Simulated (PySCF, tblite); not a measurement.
# C4H5FOSi: geometry, infrared bands and NMR shifts

What infrared bands and NMR shifts should C4H5FOSi (`O=C1C=C(F)[SiH2]C1`) show?

Programs: tblite 0.8.0 and PySCF 2.14.0, with density-fitted response routines of our own. Each step states its level of theory. These are calculated values for one molecule in the gas phase, unless marked as measured. Atoms count from 0, in the outputs and in this text.

### Step 1. The molecule as given

12 atoms, charge 0, multiplicity 1; geometry from: force field or distance geometry start.

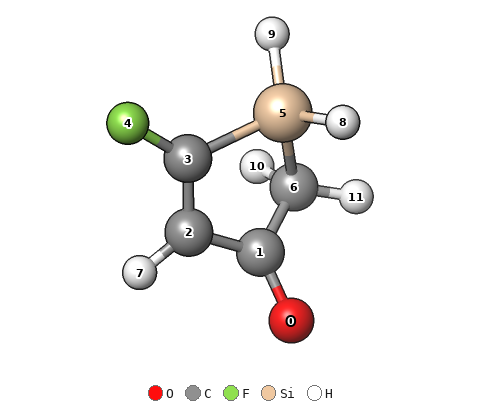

As it starts; oxygen red, carbon grey, fluorine green, silicon light orange, hydrogen white, atoms numbered.

### Step 2. Optimising the geometry with GFN2-xTB

The job: settings as JSON, then the geometry in Å.

```
{"job": {"kind": "relax", "xc": "GFN2-xTB", "basis": "xTB"}, "charge": 0, "multiplicity": 1}
O     -1.022000    -2.189100    -0.545200
C     -0.479900    -1.150100    -0.040000
C      0.929100    -1.042300     0.204700
C      1.395200     0.190500     0.026300
F      2.683100     0.589100     0.193300
Si    -0.059100     1.254500    -0.452000
C     -1.252500     0.042200     0.375600
H      1.579200    -1.871200     0.499200
H     -0.247400     1.298200    -1.882600
H     -0.042000     2.533900     0.224400
H     -1.221900     0.262100     1.442900
H     -2.260600     0.081700    -0.072700
```

Run with:

```console
> OMP_NUM_THREADS=1 python probes_run.py task.json out
```

The driver reads the jobs from task.json and runs them one after another.

The program printed:

```text
step      E/eV     max force
  0    -587.16296    5.377
  1    -587.29527    5.531
  2    -587.46516    1.021
  3    -587.49890    0.526
  4    -587.55442    0.581
  5    -587.56460    0.481
  6    -587.57616    0.261
  7    -587.58405    0.251
  8    -587.58954    0.307
  9    -587.59710    0.357
 10    -587.60470    0.360
 11    -587.61212    0.283
 12    -587.61727    0.193
 13    -587.62054    0.182
 14    -587.62305    0.169
 15    -587.62613    0.192
 16    -587.63034    0.263
 17    -587.63510    0.238
 18    -587.63952    0.189
 19    -587.64347    0.217
 20    -587.64735    0.249
 21    -587.65210    0.203
 22    -587.65768    0.193
 23    -587.66333    0.213
 24    -587.66887    0.326
 25    -587.67451    0.319
 26    -587.67918    0.211
 27    -587.68164    0.196
 28    -587.68032    0.582
 29    -587.68389    0.109
 30    -587.68473    0.115
 31    -587.68775    0.111
 32    -587.68883    0.113
 33    -587.69015    0.117
 34    -587.69116    0.119
 35    -587.69271    0.091
 36    -587.69388    0.114
 37    -587.69516    0.114
 38    -587.69648    0.098
 39    -587.69790    0.079
 40    -587.69894    0.071
 41    -587.69945    0.046
 42    -587.69968    0.044
 43    -587.69987    0.049
 44    -587.70004    0.047
 45    -587.70022    0.048
 46    -587.70038    0.044
 47    -587.70057    0.030
 48    -587.70067    0.028
 49    -587.70081    0.021
 50    -587.70089    0.019
 51    -587.70096    0.022
 52    -587.70104    0.022
 53    -587.70111    0.021
 54    -587.70116    0.021
 55    -587.70119    0.017
 56    -587.70121    0.014
 57    -587.70123    0.012
 58    -587.70124    0.008
```

Run time: 0.27 s. Hardware: 1 thread of Arm Neoverse V2, shared host.

Step by step: (not every step is listed)

```
step  energy from step 0 (eV)  largest force (eV/Å)
   0                   0.0000                5.3770
   1                  -0.1323                5.5308
   2                  -0.3022                1.0209
   3                  -0.3359                0.5265
   4                  -0.3915                0.5805
   5                  -0.4016                0.4814
   6                  -0.4132                0.2613
   7                  -0.4211                0.2510
   8                  -0.4266                0.3069
  12                  -0.4543                0.1929
  16                  -0.4674                0.2632
  20                  -0.4844                0.2488
  24                  -0.5059                0.3264
  28                  -0.5174                0.5816
  32                  -0.5259                0.1127
  36                  -0.5309                0.1137
  40                  -0.5360                0.0712
  44                  -0.5371                0.0466
  48                  -0.5377                0.0283
  52                  -0.5381                0.0220
  53                  -0.5381                0.0212
  54                  -0.5382                0.0208
  55                  -0.5382                0.0171
  56                  -0.5382                0.0145
  57                  -0.5383                0.0117
  58                  -0.5383                0.0078
```

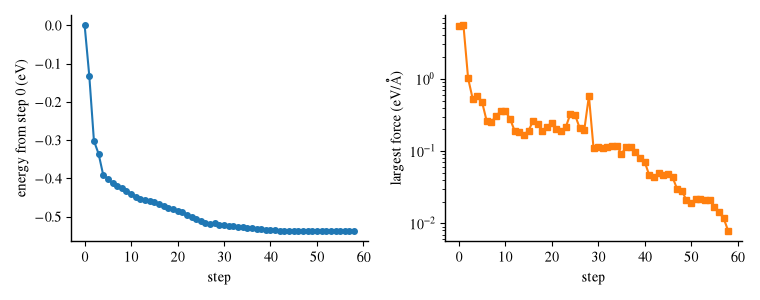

Energy and force, step by step.

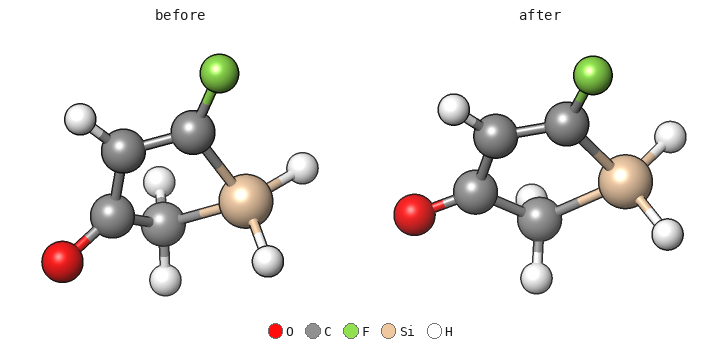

Before and after, at one scale.

Close pairs (by a distance rule), those that changed most:

```
  bond  before (Å)  after (Å)  change (Å)
 O0–C1       1.276      1.207      -0.069
 C1–C6       1.480      1.524      +0.044
 C1–C2       1.434      1.470      +0.035
C3–Si5       1.864      1.898      +0.034
 C3–F4       1.358      1.340      -0.018
Si5–H8       1.444      1.461      +0.018
 C2–H7       1.094      1.079      -0.015
C6–H11       1.104      1.089      -0.015
```

The end geometry stands in the next job.

### Step 3. Infrared spectrum with GFN2-xTB

The job: settings as JSON, then the geometry in Å.

```
{"job": {"kind": "ir", "xc": "GFN2-xTB", "basis": "xTB"}, "charge": 0, "multiplicity": 1}
O     -1.010979    -2.338974     0.355194
C     -0.478317    -1.261791     0.240310
C      0.977053    -1.067933     0.177743
C      1.381499     0.171334    -0.108660
F      2.679939     0.483711    -0.219341
Si    -0.037538     1.408263    -0.351886
C     -1.261221     0.041684     0.137442
H      1.628580    -1.913701     0.333967
H     -0.126705     1.837479    -1.745821
H      0.057785     2.526863     0.583600
H     -1.711142     0.220332     1.115674
H     -2.097754    -0.107953    -0.544248
```

The program printed:

```text
mode    cm-1     km/mol
  1      33.1      4.14
  2     162.8      5.81
  3     290.7     15.74
  4     337.0      3.63
  5     381.4     24.00
  6     453.2      7.00
  7     460.4     11.52
  8     520.2     13.16
  9     540.9     11.25
 10     549.2     29.75
 11     636.3    124.24
 12     648.7     32.62
 13     744.0     65.88
 14     763.3    217.41
 15     806.5     71.64
 16     865.3     34.14
 17     872.1     47.41
 18    1050.4      2.12
 19    1127.1    208.83
 20    1169.9     75.55
 21    1207.2     12.52
 22    1232.2     91.11
 23    1429.8     20.38
 24    1619.1    190.23
 25    1744.3    378.61
 26    2287.0    394.20
 27    2291.6    131.15
 28    2975.6      8.21
 29    3009.9      4.78
 30    3100.1     10.89
```

Run time: 0.28 s. Hardware: 1 thread of Arm Neoverse V2, shared host.

Which atoms move in the most intense modes:

```
cm⁻¹  km/mol                      atoms
 636   124.2           H8 42 %, H9 39 %
 763   217.4           H9 46 %, H8 44 %
1127   208.8  H7 34 %, C1 27 %, C3 18 %
1232    91.1  H7 28 %, C3 26 %, C2 17 %
1619   190.2           C3 48 %, C2 48 %
1744   378.6           C1 61 %, O0 37 %
2287   394.2           H9 56 %, H8 40 %
2292   131.2           H8 57 %, H9 41 %
```

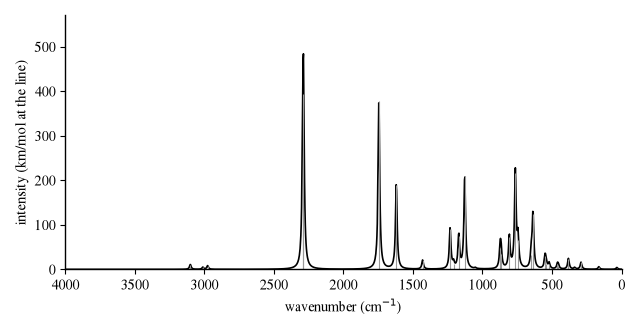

The infrared spectrum from these modes, unscaled. Lines are broadened to a width of 14 cm⁻¹ (Lorentzian).

### Step 4. NMR shieldings: PBE0/pcSseg-1

Settings changed since step 3:

```diff
@@ -1,2 +1,2 @@
-{"job": {"kind": "ir", "xc": "GFN2-xTB", "basis": "xTB"}, "charge": 0, "multiplicity": 1}
+{"job": {"kind": "nmr", "xc": "PBE0", "basis": "pcSseg-1"}, "charge": 0, "multiplicity": 1}
 O     -1.010979    -2.338974     0.355194
```

With the program's defaults for keys left out, this is: GIAO PBE0/pcSseg-1 NMR shielding, non-relativistic, gas phase.

The program printed:

```text
coarse grid: 11240 points
cycle   1  E = -619.2331654961  dE =  1.113e+00  |g| = 8.775e-01  |ddm| = 3.283e+00
cycle   2  E = -618.5971365544  dE =  6.360e-01  |g| = 1.930e+00  |ddm| = 2.905e+00
cycle   3  E = -619.3748222665  dE = -7.777e-01  |g| = 2.383e-01  |ddm| = 2.409e+00
cycle   4  E = -619.3855209517  dE = -1.070e-02  |g| = 1.060e-01  |ddm| = 2.909e-01
cycle   5  E = -619.3873979877  dE = -1.877e-03  |g| = 2.592e-02  |ddm| = 8.013e-02
cycle   6  E = -619.3875125867  dE = -1.146e-04  |g| = 9.902e-03  |ddm| = 2.503e-02
cycle   7  E = -619.3875331708  dE = -2.058e-05  |g| = 2.558e-03  |ddm| = 1.070e-02
cycle   8  E = -619.3875342084  dE = -1.038e-06  |g| = 1.282e-03  |ddm| = 2.950e-03
final grid: 106432 points
cycle   9  E = -619.4459467704  dE = -9.098e-06  |g| = 1.200e-02  |ddm| = 2.282e-02
cycle  10  E = -619.4458540099  dE =  9.276e-05  |g| = 2.491e-02  |ddm| = 2.956e-02
cycle  11  E = -619.4459750833  dE = -1.211e-04  |g| = 1.530e-03  |ddm| = 2.119e-02
cycle  12  E = -619.4459755538  dE = -4.704e-07  |g| = 3.077e-04  |ddm| = 1.329e-03
cycle  13  E = -619.4459755661  dE = -1.238e-08  |g| = 1.309e-04  |ddm| = 2.896e-04
cycle  14  E = -619.4459755688  dE = -2.651e-09  |g| = 2.281e-05  |ddm| = 1.065e-04
cycle  15  E = -619.4459755689  dE = -8.549e-11  |g| = 8.399e-06  |ddm| = 2.375e-05
converged SCF energy = -619.4459755689

GIAO shielding tensors (ppm)
atom      isotropic    diamagn.    paramagn.     s11        s22        s33       span
  0 O     -328.038     398.134    -726.172   -905.449   -403.469    324.805   1230.254
  1 C      -14.523     248.452    -262.975   -101.804    -23.660     81.895    183.699
  2 C       48.255     257.135    -208.880    -50.331     60.854    134.242    184.573
  3 C      -20.005     257.183    -277.188   -129.828      9.752     60.061    189.889
  4 F      251.134     472.783    -221.648    112.564    191.027    449.813    337.250
  5 Si     401.451     879.890    -478.439    378.354    387.849    438.150     59.796
  6 C      164.138     257.830     -93.693    142.764    150.146    199.503     56.739
  7 H       25.175      30.826      -5.650     22.768     24.431     28.326      5.557
  8 H       27.037      28.159      -1.123     24.134     24.749     32.227      8.094
  9 H       27.052      28.159      -1.107     24.119     24.782     32.256      8.137
 10 H       29.651      30.299      -0.648     25.898     27.867     35.187      9.290
 11 H       29.749      30.366      -0.617     25.762     28.204     35.282      9.520
```

It took 21 s on 1 thread of Arm Neoverse V2, shared host; peak memory 0.71 GiB.

Shifts follow as δ = σ(reference) − σ, with reference shieldings (ppm) from runs at the same level and on the same kind of geometry: ¹H TMS 31.72, ¹³C TMS 186.9, ²⁹Si TMS 349.2, ¹⁹F CFCl3 170.9, ¹⁷O H2O 336.1. The references are single molecules in the gas phase, so shifts against H2O, NH3, PH3, H3PO4 or CFCl3 are not on the usual liquid scales and can be off by tens of ppm. Atoms listed in one row are averaged.

```
   atoms                                                environment  σ (ppm)  δ (ppm)  δ scaled to CDCl3
      C3                                 β carbon of a C=C–C=O unit    -20.0    206.9              200.0
      C1                                     ketone carbonyl carbon    -14.5    201.4              194.7
      C2                                 α carbon of a C=C–C=O unit     48.3    138.7              133.4
      C6                      sp3 CH2 bonded to Si, α to a carbonyl    164.1     22.8               20.3
      H7                  hydrogen on an α carbon of a C=C–C=O unit    25.18     6.54               6.27
  H8, H9  hydrogen on a silicon bonded to 2 C, in a 5-membered ring    27.04     4.67                  –
H10, H11       hydrogen on an sp3 CH2 bonded to Si, α to a carbonyl    29.70     2.02               2.01
      O0                                              ketone oxygen   -328.0    664.1                  –
      F4                                           vinylic fluorine    251.1    -80.2                  –
     Si5           silicon bonded to 2 C, 2 H, in a 5-membered ring    401.5    -52.3                  –
```

The scaled column applies a straight-line fit of computed shieldings to shifts measured in CDCl3, and one for carbons that bear F (root-mean-square error 0.16 ppm for H, 1.9 ppm for C).

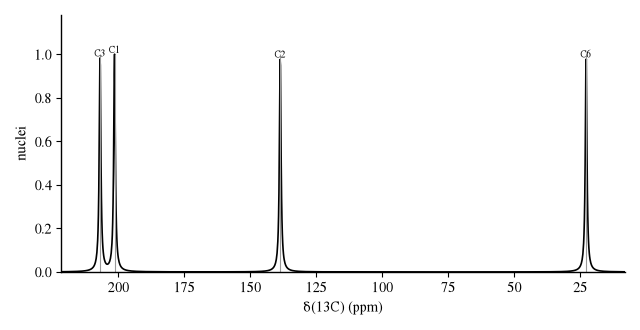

¹³C lines at the computed shifts, without couplings. Lines are broadened to a width of 0.74 ppm (Lorentzian).

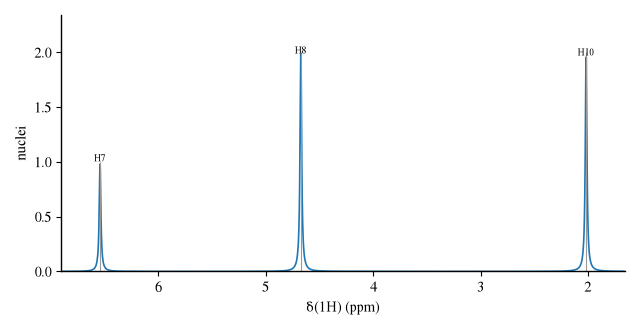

¹H lines at the computed shifts, without couplings. Lines are broadened to a width of 0.02 ppm (Lorentzian).

The run also stored atomic charges by several schemes (e):

```
atoms  Mulliken    IAO  Hirshfeld  ESP fit
   O0     -0.35  -0.41      -0.24    -0.50
   C1      0.23   0.38       0.15     0.63
   C2     -0.18  -0.24      -0.08    -0.40
   C3      0.07   0.06       0.02     0.10
   F4     -0.26  -0.25      -0.08    -0.14
  Si5      0.69   0.74       0.35     0.44
   C6     -0.55  -0.61      -0.17    -0.48
```

Hirshfeld charges:

```
atom  value (e)
  O0      -0.24
  C1       0.15
  C2      -0.08
  C3       0.02
  F4      -0.08
 Si5       0.35
  C6      -0.17
  H7       0.06
  H8      -0.06
  H9      -0.06
 H10       0.06
 H11       0.05
```

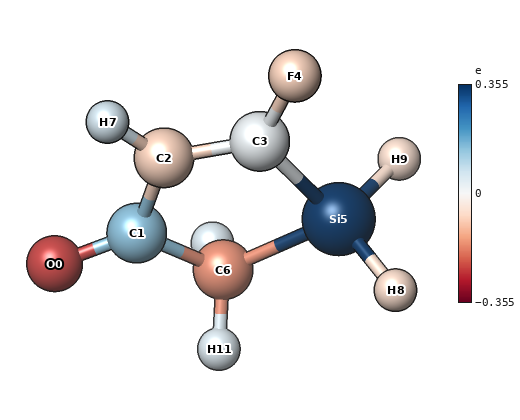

Hirshfeld charges, as colours on the atoms.

Mayer bond orders: O0–C1 1.98, C1–C2 1.04, C2–C3 1.69, C3–F4 0.92, C3–Si5 0.86, Si5–C6 0.91, C6–C1 0.98.

Ring of atoms C1, C2, C3, Si5, C6: NICS(0) -0.8, NICS(1) -3.0, NICS(1)zz -1.9 ppm (means of both faces).

Orbitals, density, ELF and potential are computed afterwards from the orbital file.

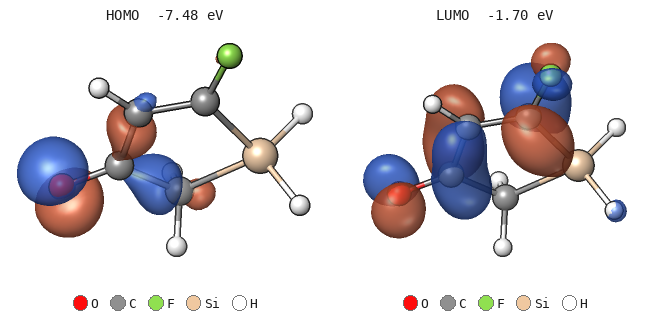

Frontier orbitals at PBE0/pcSseg-1; each surface holds 70 % of the orbital's density, blue and red mark the sign.

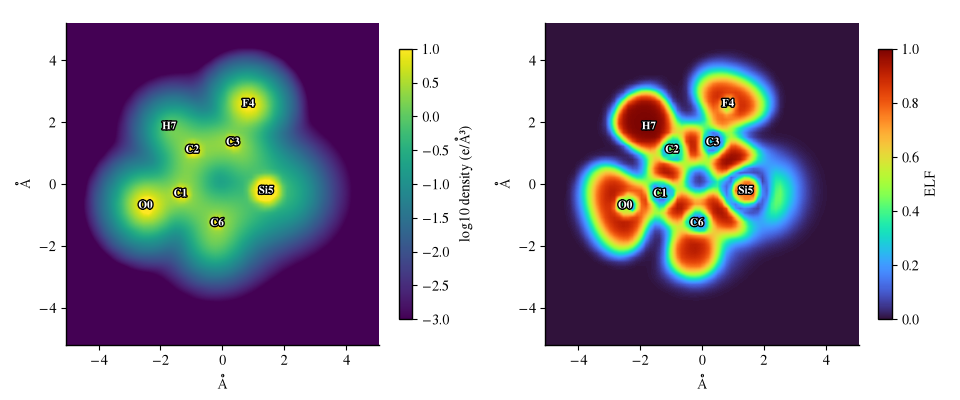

Density (left) and ELF (right) in a plane through or near 8 of the atoms.

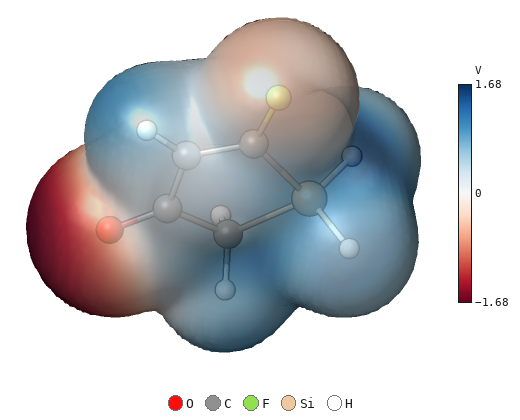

Electrostatic potential on the surface of density 0.002 e/bohr³; red is low, blue high. It runs from -1.68 V near O0 to 1.61 V near Si5.

### Step 5. Summary of results

| quantity | value |
| --- | --- |
| strongest single infrared mode (GFN2-xTB) | 2287 cm⁻¹, 394 km/mol |
| zero-point energy (GFN2-xTB) | 47.6 kcal/mol |
| ¹³C shifts against TMS (PBE0/pcSseg-1) | 206.9, 201.4, 138.7, 22.8 ppm |
| ¹H shifts against TMS (PBE0/pcSseg-1, means over atoms taken as alike) | 6.54, 4.67, 2.02 ppm |
| ¹⁷O shifts against H2O (PBE0/pcSseg-1) | 664.1 ppm |
| ¹⁹F shifts against CFCl3 (PBE0/pcSseg-1) | -80.2 ppm |
| ²⁹Si shifts against TMS (PBE0/pcSseg-1) | -52.3 ppm |
| surface potential, least and greatest | -1.68 V and 1.61 V |

The optimisation took 58 steps and gained 0.538 eV; among the close pairs (by a distance rule), O0–C1 changed most, from 1.276 to 1.207 Å. All 30 modes are real, so the xTB geometry is a minimum. The strongest single mode, at 2287 cm⁻¹, moves mainly H9 and H8. Unscaled tight-binding wavenumbers are off by several per cent, some by more. Its intensities can rank the bands wrongly. H7 (hydrogen on an α carbon of a C=C–C=O unit) lies farthest downfield among hydrogen, at 6.54 ppm; attached to an sp2 carbon and in the plane of the double bond. At PBE0/pcSseg-1: The widest tensor belongs to O0: span 1230 ppm, with a paramagnetic part of -726 ppm. At PBE0/pcSseg-1, counted by nearest atom on the grid, the HOMO lies on O0 66 %; C6 11 %, the LUMO on C3 31 %; C1 20 %.
